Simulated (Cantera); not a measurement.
Feed: 1 mol TiCl4, a varied amount of C3H8, 0.83 mol CH4, equilibrated at 2048.15 K and 113 Torr.

These are equilibrium values from Cantera (NASA tables, ideal gas, pure condensed phases), not measurements of a reactor. Candidate condensed phases: C, C6H6, C7H8, C8H18, Ti, TiC, TiCl2, TiCl3, TiCl4; 96 gas species. The tables' values for TiCl2 are old estimates; treat these amounts as uncertain. TiC: taken at fixed stoichiometry. Rates play no part.

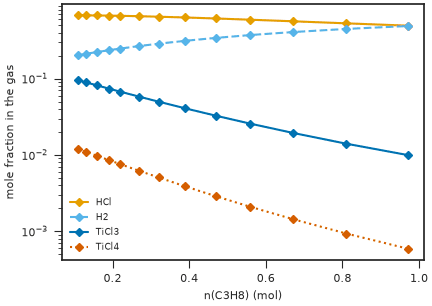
Fig. 1. Equilibrium gas composition (values under 1e-9 drawn at 1e-9)

From 0.11 mol C3H8 to 0.97 mol C3H8 the condensed part is C(graphite) + TiC(s). The main Ti-bearing gas is TiCl3 throughout. The share of Ti in condensed phases is highest at 0.97 mol C3H8 (90.7 %) and lowest at 0.11 mol C3H8 (55.3 %).
